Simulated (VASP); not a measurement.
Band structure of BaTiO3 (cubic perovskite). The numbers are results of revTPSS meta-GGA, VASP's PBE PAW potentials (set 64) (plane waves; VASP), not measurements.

Unless said otherwise, spin-orbit coupling is left out, though it shifts the bands of the heavy elements here.

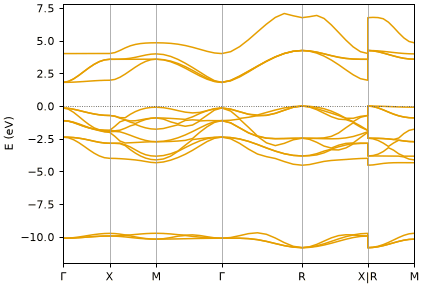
Bands along high-symmetry lines, zero at the valence-band maximum or, without a gap, the Fermi level

**Question.** Read the plot: is there a gap, and where are the band edges?

**Answer.** The gap is indirect, 1.81 eV, from the valence maximum at R to the conduction minimum at Γ.

Measured: gap 3.20 eV (computed value off by -1.39 eV), as given by Yu-ichiro Matsushita et al., Physical Review B (2011), arXiv:1104.2769.

The compound is BaTiO3 in the cubic perovskite structure, the ideal cubic form; the compound distorts at low or room temperature. It was relaxed first.
